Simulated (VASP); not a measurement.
# Driving VASP from ASE on In2Ag, part 3 of 4

Do ASE scripts that read In2Ag from different structure formats give one answer, and do several routes find one equilibrium volume? All runs use PBEsol. Left out of this account: 1 further run (fields: a reference on another mesh). The start is a cell from a database of measured crystal structures.

VASP 6.6.1; PBEsol; plane waves and PAW (In_d, Ag).

So far. Step 2 (A single point (PBEsol, through ASE)): The pressure is -1.41 GPa and the largest force 0.028 eV/Å, so the cell is not at a minimum at these settings. Step 3 (Total energy, forces and stress (PBEsol, through ASE)): The energy lies -6.71 meV an atom from the first script, since this cell and mesh sample the zone at other points.

## (4) Full relaxation (PBEsol, through ASE)

System of this step: In2Ag. The structure is tetragonal, space group I4/mcm (No. 140). The conventional cell has a = 6.881 Å, b = 6.881 Å, c = 5.620 Å, α = 90.00°, β = 90.00°, γ = 90.00°. Nearest to In lie 4 Ag at 2.95 Å and 1 In at 3.04 Å. Nearest to Ag lie 2 Ag at 2.81 Å and 8 In at 2.95 Å. Farther neighbours are not listed.

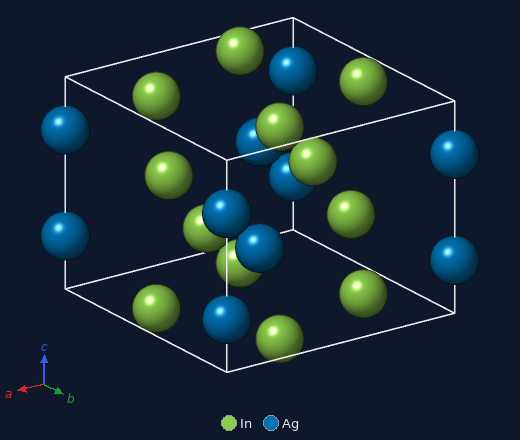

The cell of this step (indium green, silver blue). Some periodic images of atoms are drawn too.

Properties are meant for the cell that this level of theory prefers, so cell and atoms are relaxed first (ISIF = 3) until forces and stress are small; EDIFFG sets the threshold.

Input file run.py:

```python
import numpy as np
from ase.calculators.vasp import Vasp
from ase.io import read

atoms = read('In2Ag.cif')

calc = Vasp(
    xc='pbesol',
    pp='PBE',
    prec='Accurate',
    encut=400,
    ediff=1e-06,
    nelm=100,
    ismear=-1,
    sigma=0.05,
    lreal=False,
    algo='Normal',
    nbands=45,
    lasph=True,
    lorbit=11,
    lwave=False,
    lcharg=False,
    kpar=4,
    ibrion=2,
    nsw=60,
    isif=3,
    ediffg=-0.01,
    pp_version='64',
    setups={'In': '_d', 'Ag': ''},
    kpts=(7, 7, 7),
    gamma=True,
    txt='vasp.out',
)
atoms.calc = calc

print("energy (eV):", round(atoms.get_potential_energy(), 6))
print("Fermi level (eV):", round(calc.get_fermi_level(), 4))
print("forces (eV/A):")
print(np.round(atoms.get_forces(), 4))
print("stress (GPa, Voigt, tension positive):", np.round(atoms.get_stress() * 160.21766, 3))
print("cell (A, degrees):", np.round(atoms.cell.cellpar(), 4))
print("volume (A^3):", round(atoms.get_volume(), 4))
print("positions:")
print(np.round(atoms.get_scaled_positions(), 5))
```

Input file In2Ag.cif:

```cif
data_In2Ag
_cell_length_a 5.61873478
_cell_length_b 5.61873478
_cell_length_c 5.61873478
_cell_angle_alpha 104.48417551
_cell_angle_beta 104.48417551
_cell_angle_gamma 119.98510170
_space_group_name_H-M_alt 'P1'
_space_group_name_Hall 'P 1'
_space_group_IT_number 1
loop_
_space_group_symop_operation_xyz
'x,y,z'
loop_
_atom_site_label
_atom_site_type_symbol
_atom_site_symmetry_multiplicity
_atom_site_Wyckoff_symbol
_atom_site_fract_x
_atom_site_fract_y
_atom_site_fract_z
_atom_site_occupancy
In1 In 1 a 0.6563000000 0.1563000000 0.8126000000 1
In2 In 1 a 0.1563000000 0.3437000000 0.5000000000 1
In3 In 1 a 0.3437000000 0.8437000000 0.1874000000 1
In4 In 1 a 0.8437000000 0.6563000000 0.5000000000 1
Ag1 Ag 1 a 0.2500000000 0.2500000000 0.0000000000 1
Ag2 Ag 1 a 0.7500000000 0.7500000000 0.0000000000 1
```

PAW data sets: In_d and Ag (PBE family, release 64).

Launch:

```console
$ export ASE_VASP_COMMAND="mpirun -np 4 vasp_std"
$ python run.py
```

The log of the run:

```text
energy (eV): -18.857266
Fermi level (eV): 8.4983
forces (eV/A):
[[-0.     -0.      0.0044]
 [ 0.0038 -0.0022  0.    ]
 [ 0.      0.     -0.0044]
 [-0.0038  0.0022  0.    ]
 [ 0.     -0.      0.    ]
 [ 0.      0.      0.    ]]
stress (GPa, Voigt, tension positive): [ 0.039  0.064  0.026 -0.    -0.     0.021]
cell (A, degrees): [  5.5802   5.5802   5.5802 104.3802 104.3802 120.2179]
volume (A^3): 130.1774
positions:
[[0.6552 0.1552 0.8104]
 [0.1552 0.3448 0.5   ]
 [0.3448 0.8448 0.1896]
 [0.8448 0.6552 0.5   ]
 [0.25   0.25   0.    ]
 [0.75   0.75   0.    ]]
```

Run time: 4.8 min. Hardware: 4 MPI ranks of Intel Xeon Platinum 8488C (Sapphire Rapids), shared host; peak memory 1.3 GiB.

ASE turned this into the INCAR:

```
ENCUT = 400.000000
SIGMA = 0.050000
EDIFF = 1.00e-06
EDIFFG = -1.00e-02
ALGO = Normal
GGA = PS
PREC = Accurate
IBRION = 2
ISIF = 3
ISMEAR = -1
KPAR = 4
LORBIT = 11
NBANDS = 45
NELM = 100
NSW = 60
LASPH = .TRUE.
LCHARG = .FALSE.
LWAVE = .FALSE.
LREAL = .FALSE.
```

The KPOINTS that ASE wrote:

```
KPOINTS created by Atomic Simulation Environment
0
Gamma
7 7 7
0 0 0
```

vasp.out:

```text
[banner, memory and clock lines left out]
running    4 mpi-ranks, on    1 nodes
 distrk:  each k-point on    1 cores,    4 groups
 distr:  one band on    1 cores,    1 groups

 POSCAR found type information on POSCAR InAg
 POSCAR found :  2 types and       6 ions
 [... a notice as in an earlier step ...]

 LDA part: xc-table for (Slater+PW92), standard interpolation
 POSCAR, INCAR and KPOINTS ok, starting setup
 FFT: planning ... GRIDC
 FFT: planning ... GRID_SOFT
 FFT: planning ... GRID
 WAVECAR not read
 entering main loop
       N       E                     dE             d eps       ncg     rms          rms(c)
DAV:   1     0.723742461450E+03    0.72374E+03   -0.30157E+04  3623   0.191E+03
DAV:   2     0.693907446764E+02   -0.65435E+03   -0.63617E+03  3623   0.504E+02
DAV:   3    -0.164198804043E+02   -0.85811E+02   -0.83518E+02  3857   0.200E+02
DAV:   4    -0.201010223888E+02   -0.36811E+01   -0.36549E+01  4210   0.437E+01
DAV:   5    -0.202298934997E+02   -0.12887E+00   -0.12884E+00  5256   0.698E+00    0.992E+00
DAV:   6    -0.189762949757E+02    0.12536E+01   -0.73214E+00  3905   0.185E+01    0.676E+00
DAV:   7    -0.188862608944E+02    0.90034E-01   -0.52973E-01  4129   0.600E+00    0.343E+00
DAV:   8    -0.188598683446E+02    0.26393E-01   -0.11917E-01  4767   0.299E+00    0.535E-01
DAV:   9    -0.188554296270E+02    0.44387E-02   -0.26316E-02  4496   0.149E+00    0.404E-01
DAV:  10    -0.188552973590E+02    0.13227E-03   -0.23432E-03  4405   0.413E-01    0.178E-01
DAV:  11    -0.188552430249E+02    0.54334E-04   -0.34492E-04  4256   0.150E-01    0.244E-02
DAV:  12    -0.188552476870E+02   -0.46621E-05   -0.53413E-05  4876   0.419E-02    0.120E-02
DAV:  13    -0.188552477964E+02   -0.10943E-06   -0.17779E-06  2887   0.668E-03
   1 F= -.18855248E+02 E0= -.18842980E+02  d E =-.188552E+02
 curvature:   0.00 expect dE= 0.000E+00 dE for cont linesearch  0.000E+00
 trial: gam= 0.00000 g(F)=  0.147E-03 g(S)=  0.331E-01 ort = 0.000E+00 (trialstep = 0.100E+01)
 search vector abs. value=  0.333E-01
 bond charge predicted
       N       E                     dE             d eps       ncg     rms          rms(c)
DAV:   1    -0.196539693897E+02   -0.79872E+00   -0.16935E+01  4147   0.441E+01    0.577E+00
DAV:   2    -0.189372866085E+02    0.71668E+00   -0.22744E+00  4063   0.159E+01    0.193E+00
DAV:   3    -0.188768463733E+02    0.60440E-01   -0.15570E-01  4936   0.458E+00    0.765E-01
DAV:   4    -0.188675044316E+02    0.93419E-02   -0.25739E-02  5028   0.163E+00    0.534E-01
DAV:   5    -0.188673753661E+02    0.12907E-03   -0.88616E-04  4076   0.246E-01    0.477E-01
DAV:   6    -0.188668935831E+02    0.48178E-03   -0.15067E-03  3974   0.152E-01    0.957E-02
DAV:   7    -0.188668760564E+02    0.17527E-04   -0.18839E-04  4706   0.130E-01    0.420E-02
DAV:   8    -0.188668851496E+02   -0.90932E-05   -0.28677E-05  4469   0.407E-02    0.212E-02
DAV:   9    -0.188668818152E+02    0.33344E-05   -0.79366E-06  3733   0.217E-02    0.645E-03
DAV:  10    -0.188668822956E+02   -0.48046E-06   -0.11542E-06  2348   0.553E-03
   2 F= -.18866882E+02 E0= -.18855111E+02  d E =-.116345E-01
[...]
3 F= -.18868091E+02 E0= -.18856186E+02  d E =-.128436E-01
[...]
4 F= -.18868085E+02 E0= -.18856172E+02  d E =-.128371E-01
[...]
5 F= -.18868382E+02 E0= -.18856501E+02  d E =-.296892E-03
[...]
6 F= -.18868918E+02 E0= -.18857152E+02  d E =-.833424E-03
 curvature:  -2.27 expect dE=-0.191E-03 dE for cont linesearch -0.576E-04
 ZBRENT: extrapolating
 opt :   5.1952  next Energy=   -18.868983 (dE=-0.898E-03)
 bond charge predicted
       N       E                     dE             d eps       ncg     rms          rms(c)
DAV:   1    -0.188687361199E+02    0.18130E-03   -0.15701E-01  4186   0.170E+00    0.172E-01
DAV:   2    -0.188691081795E+02   -0.37206E-03   -0.66700E-03  5088   0.662E-01    0.799E-02
DAV:   3    -0.188690139995E+02    0.94180E-04   -0.12401E-04  5110   0.912E-02    0.491E-02
DAV:   4    -0.188689726948E+02    0.41305E-04   -0.47742E-05  5266   0.792E-02    0.118E-02
DAV:   5    -0.188689743491E+02   -0.16543E-05   -0.19351E-05  3940   0.348E-02    0.852E-03
DAV:   6    -0.188689746771E+02   -0.32799E-06   -0.10411E-06  1993   0.109E-02
   7 F= -.18868975E+02 E0= -.18857266E+02  d E =-.889800E-03
 curvature:  -2.55 expect dE=-0.107E-03 dE for cont linesearch -0.406E-06
 trial: gam= 0.08753 g(F)=  0.378E-05 g(S)=  0.381E-04 ort =-0.736E-05 (trialstep = 0.180E+01)
 search vector abs. value=  0.432E-04
 reached required accuracy - stopping structural energy minimisation
```

From OUTCAR (step 4):

```text
  LATTYP: Found a body centered tetragonal cell.
 ALAT       =     6.8810000029
 C/A-ratio  =     0.8167417527

 Found     40 irreducible k-points:

   NELECT =      74.0000    total number of electrons

 E-fermi :   8.4983

 k-point     1 :       0.0000    0.0000    0.0000
  band No.  band energies     occupation
    ...
     35       6.9124      2.00000
     36       7.5274      2.00000
     37       7.8257      2.00000
     38       7.8257      2.00000
     39       7.9585      1.99996
     40       8.6914      0.04120
     41       8.6914      0.04120
     42       9.1319      0.00001
     43      10.8574      0.00000
     44      13.5849      0.00000
    ...

 k-point     2 :       0.1429    0.0000    0.0000
  band No.  band energies     occupation
    ...
     35       6.6411      2.00000
     36       6.9132      2.00000
     37       7.6119      2.00000
     38       7.7191      2.00000
     39       8.1051      1.99923
     40       9.4572      0.00000
     41       9.7996      0.00000
     42      10.4590      0.00000
     43      11.9167      0.00000
     44      12.2471      0.00000
    ...

  Total       -0.0315854     -0.0516889     -0.0215246     -0.0174206      0.0000000      0.0000000
  in kB       -0.3887416     -0.6361683     -0.2649168     -0.2144065      0.0000000      0.0000000
  external PRESSURE =      -0.4299423 kB  Pullay stress =       0.0000000 kB

  energy-cutoff  :      400.00
  volume of cell :      130.18
      direct lattice vectors                 reciprocal lattice vectors
     5.580219358 -0.011336674  0.000000000     0.179415729  0.104009947  0.103350231
    -2.798672308  4.827671272  0.000000000     0.000421316  0.207383451  0.103350231
    -1.390773525 -2.408167299  4.837918546    -0.000000000 -0.000000000  0.206700462

 POSITION                                       TOTAL-FORCE (eV/Angst)
 -----------------------------------------------------------------------------------
      2.09472     -1.20975      3.92067        -0.000000     -0.000000      0.004427
     -0.79430      0.45873      2.41896         0.003834     -0.002214      0.000000
     -0.70395      3.61792      0.91725         0.000000      0.000000     -0.004427
      2.18507      1.94944      2.41896        -0.003834      0.002214      0.000000
      0.69539      1.20408      0.00000         0.000000     -0.000000      0.000000
      2.08616      3.61225      0.00000         0.000000      0.000000      0.000000
 -----------------------------------------------------------------------------------
    total drift:                                0.000000      0.000000     -0.000000

  FREE ENERGIE OF THE ION-ELECTRON SYSTEM (eV)
  ---------------------------------------------------
  free  energy   TOTEN  =       -18.8689746771 eV

  energy  without entropy=      -18.8455574062  energy(sigma->0) =      -18.85726604

 reached required accuracy - stopping structural energy minimisation

 total charge
# of ion       s       p       d       tot
------------------------------------------
    1        0.934   0.575   9.860  11.369
    2        0.934   0.575   9.860  11.369
    3        0.934   0.575   9.860  11.369
    4        0.934   0.575   9.860  11.369
    5        0.444   0.376   9.110   9.930
    6        0.444   0.376   9.110   9.930
--------------------------------------------------
tot          4.626   3.049  57.661  65.336

[... 5 parts as in an earlier step ...]

[... 7 further parts left out ...]
```

The run keeps the 16 symmetry operations of its start, so it cannot find a distortion of lower symmetry.

Step by step:

```csv
step,energy less that of the first step (eV),largest force (eV/Å),pressure (GPa),volume (Å³)
1,0.0000,0.0276,-1.41,133.05
2,-0.0116,0.0425,0.48,129.32
3,-0.0128,0.0393,0.03,130.19
4,-0.0128,0.0389,-0.03,130.25
5,-0.0131,0.0309,-0.02,130.23
6,-0.0137,0.0073,-0.06,130.20
7,-0.0137,0.0044,-0.04,130.18
```

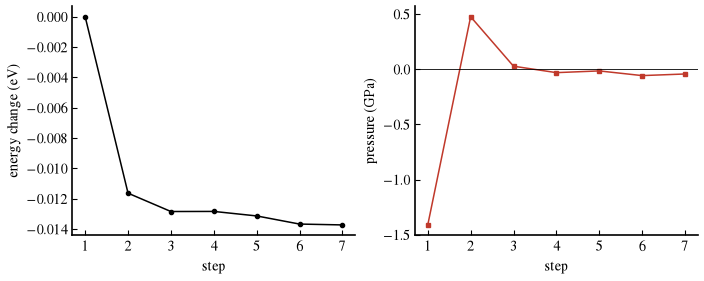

Energy and pressure along the relaxation.

```csv
"conventional cell, symmetrised",before,after,change
a (Å),6.881,6.842,-0.6 %
b (Å),6.881,6.842,-0.6 %
c (Å),5.620,5.562,-1.0 %
volume (Å³/atom),22.17,21.70,-2.2 %
```

The atoms that moved most (Å, as changes of fractional coordinates times the final cell):

```csv
atom,dx,dy,dz,length
In1,0.000,0.000,-0.011,0.011
In3,0.000,0.000,0.011,0.011
In2,-0.009,0.005,0.000,0.011
In4,0.009,-0.005,0.000,0.011
```

The relaxed structure:

```
In Ag
1.0
     5.58022   -0.01134    0.00000
    -2.79867    4.82767    0.00000
    -1.39077   -2.40817    4.83792
In Ag
4 2
Direct
  0.65520 0.15520 0.81040
  0.15520 0.34480 0.50000
  0.34480 0.84480 0.18960
  0.84480 0.65520 0.50000
  0.25000 0.25000 0.00000
  0.75000 0.75000 0.00000
```

This step gave:

* electrons: 74
* bands: 45
* irreducible k-points: 40
* free energy (TOTEN): -18.87 eV
* energy at zero smearing: -18.86 eV
* Fermi energy: 8.498 eV
* pressure: -0.04299 GPa
* SCF cycles over all ionic steps: 52

It ends with a largest force of 0.004 eV/Å and a pressure of -0.04 GPa.

## (5) Equation of state by an ASE loop (PBEsol)

An ASE loop scales the volume and fits the energies, which gives the bulk modulus from energies alone.

Input file run.py:

```python
import numpy as np
from ase.calculators.vasp import Vasp
from ase.io import read
from ase.eos import EquationOfState
from ase.units import GPa

atoms = read('structure.vasp')

calc = Vasp(
    xc='pbesol',
    pp='PBE',
    prec='Accurate',
    encut=400,
    ediff=1e-06,
    nelm=100,
    ismear=-1,
    sigma=0.05,
    lreal=False,
    algo='Normal',
    nbands=45,
    lasph=True,
    lorbit=11,
    lwave=False,
    lcharg=False,
    kpar=4,
    isif=2,
    pp_version='64',
    setups={'In': '_d', 'Ag': ''},
    kpts=(7, 7, 7),
    gamma=True,
    txt='vasp.out',
)
atoms.calc = calc

cell, volumes, energies = atoms.get_cell(), [], []
for x in [0.94, 0.96, 0.98, 1.0, 1.02, 1.04, 1.06]:
    atoms.set_cell(cell * x ** (1 / 3), scale_atoms=True)
    volumes.append(atoms.get_volume())
    energies.append(atoms.get_potential_energy())
    print(f"{x:.2f}  V = {volumes[-1]:.4f} A^3  E = {energies[-1]:.6f} eV")
v0, e0, b0 = EquationOfState(volumes, energies, eos="birchmurnaghan").fit()
print(f"V0 = {v0:.4f} A^3  E0 = {e0:.6f} eV  B0 = {b0 / GPa:.2f} GPa")
```

Input file structure.vasp:

```
In2Ag
1.0
   -3.4405000000      3.4405000000      2.8100000000
    3.4405000000     -3.4405000000      2.8100000000
    3.4405000000      3.4405000000     -2.8100000000
In Ag
4 2
Direct
    0.6563000000      0.1563000000      0.8126000000
    0.1563000000      0.3437000000      0.5000000000
    0.3437000000      0.8437000000      0.1874000000
    0.8437000000      0.6563000000      0.5000000000
    0.2500000000      0.2500000000      0.0000000000
    0.7500000000      0.7500000000      0.0000000000
```

The log of the run:

```text
0.94  V = 125.0654 A^3  E = -18.803340 eV
0.96  V = 127.7264 A^3  E = -18.841048 eV
0.98  V = 130.3874 A^3  E = -18.853268 eV
1.00  V = 133.0483 A^3  E = -18.842980 eV
1.02  V = 135.7093 A^3  E = -18.813157 eV
1.04  V = 138.3703 A^3  E = -18.766117 eV
1.06  V = 141.0312 A^3  E = -18.704338 eV
V0 = 130.4395 A^3  E0 = -18.853244 eV  B0 = 65.87 GPa
```

Wall time 7 min (4 MPI ranks); peak memory 1.3 GiB.

The INCAR that ASE wrote:

```
ENCUT = 400.000000
SIGMA = 0.050000
EDIFF = 1.00e-06
ALGO = Normal
GGA = PS
PREC = Accurate
ISIF = 2
ISMEAR = -1
KPAR = 4
LORBIT = 11
NBANDS = 45
NELM = 100
LASPH = .TRUE.
LCHARG = .FALSE.
LWAVE = .FALSE.
LREAL = .FALSE.
```

ASE turned this into the KPOINTS:

```
KPOINTS created by Atomic Simulation Environment
0
Gamma
7 7 7
0 0 0
```

vasp.out (the last of its runs):

```text
[banner, memory and clock lines left out]
running    4 mpi-ranks, on    1 nodes
 distrk:  each k-point on    1 cores,    4 groups
 distr:  one band on    1 cores,    1 groups

 POSCAR found type information on POSCAR InAg
 POSCAR found :  2 types and       6 ions
 [... a notice as in an earlier step ...]

 LDA part: xc-table for (Slater+PW92), standard interpolation
 POSCAR, INCAR and KPOINTS ok, starting setup
 FFT: planning ... GRIDC
 FFT: planning ... GRID_SOFT
 FFT: planning ... GRID
 WAVECAR not read
 WARNING: random wavefunctions but no delay for mixing, default for NELMDL
 entering main loop
       N       E                     dE             d eps       ncg     rms          rms(c)
DAV:   1     0.717664164755E+03    0.71766E+03   -0.30123E+04  3610   0.187E+03
DAV:   2     0.671432687624E+02   -0.65052E+03   -0.63231E+03  3636   0.495E+02
DAV:   3    -0.162259190696E+02   -0.83369E+02   -0.81212E+02  3847   0.197E+02
DAV:   4    -0.198049164495E+02   -0.35790E+01   -0.35491E+01  4162   0.428E+01
DAV:   5    -0.199394661761E+02   -0.13455E+00   -0.13450E+00  5063   0.711E+00    0.892E+00
DAV:   6    -0.188223089368E+02    0.11172E+01   -0.66269E+00  3875   0.173E+01    0.610E+00
DAV:   7    -0.187443512213E+02    0.77958E-01   -0.46603E-01  4055   0.542E+00    0.309E+00
DAV:   8    -0.187216680442E+02    0.22683E-01   -0.11572E-01  4644   0.282E+00    0.483E-01
DAV:   9    -0.187177002947E+02    0.39677E-02   -0.24623E-02  4407   0.139E+00    0.366E-01
DAV:  10    -0.187175987787E+02    0.10152E-03   -0.22133E-03  4552   0.392E-01    0.170E-01
DAV:  11    -0.187175467910E+02    0.51988E-04   -0.35255E-04  4224   0.155E-01    0.169E-02
DAV:  12    -0.187175512038E+02   -0.44128E-05   -0.50791E-05  4653   0.410E-02    0.998E-03
DAV:  13    -0.187175513678E+02   -0.16405E-06   -0.21255E-06  2946   0.692E-03
   1 F= -.18717551E+02 E0= -.18704338E+02  d E =-.264271E-01
```

Parts of OUTCAR (step 5):

```text
   ENCUT  =  400.0 eV  29.40 Ry    5.42 a.u.   9.34  9.34  9.34*2*pi/ulx,y,z

   NELECT =      74.0000    total number of electrons

 E-fermi :   7.4854

 k-point     1 :       0.0000    0.0000    0.0000
  band No.  band energies     occupation
    ...
     37       6.9537      1.99995
     38       6.9537      1.99995
     39       7.0520      1.99966
     40       7.5051      0.80557
     41       7.5051      0.80557
     42       8.2207      0.00000
     43       9.5717      0.00000
     44      12.2458      0.00000
     45      12.4019      0.00000

  Total       -3.7728528     -3.7728528     -3.7874644      0.0000000     -0.0000000      0.0000000
  in kB      -42.8612811    -42.8612811    -43.0272743      0.0000000     -0.0000000      0.0000000
  external PRESSURE =     -42.9166122 kB  Pullay stress =       0.0000000 kB

 POSITION                                       TOTAL-FORCE (eV/Angst)
 -----------------------------------------------------------------------------------
      1.09659      4.60457      0.00000         0.005688      0.005688     -0.000000
      2.41138      1.09659      0.00000        -0.005688      0.005688      0.000000
      2.41138     -1.09659      2.86511        -0.005688     -0.005688      0.000000
      1.09659      2.41138      2.86511         0.005688     -0.005688      0.000000
      0.00000      0.00000      1.43256        -0.000000      0.000000      0.000000
      0.00000      0.00000      4.29767        -0.000000      0.000000      0.000000
 -----------------------------------------------------------------------------------
    total drift:                               -0.000000     -0.000000      0.000000

  FREE ENERGIE OF THE ION-ELECTRON SYSTEM (eV)
  ---------------------------------------------------
  free  energy   TOTEN  =       -18.7175513678 eV

  energy  without entropy=      -18.6911242703  energy(sigma->0) =      -18.70433782

[... 4 parts as in an earlier step ...]

[... 12 further parts left out ...]
```

This step gave:

- bulk modulus: 65.87 GPa
- equilibrium volume of the fit: 21.74 Å³/atom

The fitted volume lies +0.20 % from the relaxed one.

(Part 3 of 4 ends here.)

[Lines on the potential files, build, host, timing and source positions are cut from VASP's logs without a mark.]

[Logs are printed without paths, hosts, clocks, repeated set-up lines and the standing remarks that a program may print on its own settings, such as how far it seeks lower states.]

[Hosts, paths, dates, database ids (printed as entryN), source tags and the programs' standing remarks are cut or masked in the printed files.]

[A measured line is paired with the nearest computed mode of its activity, which favours agreement.]
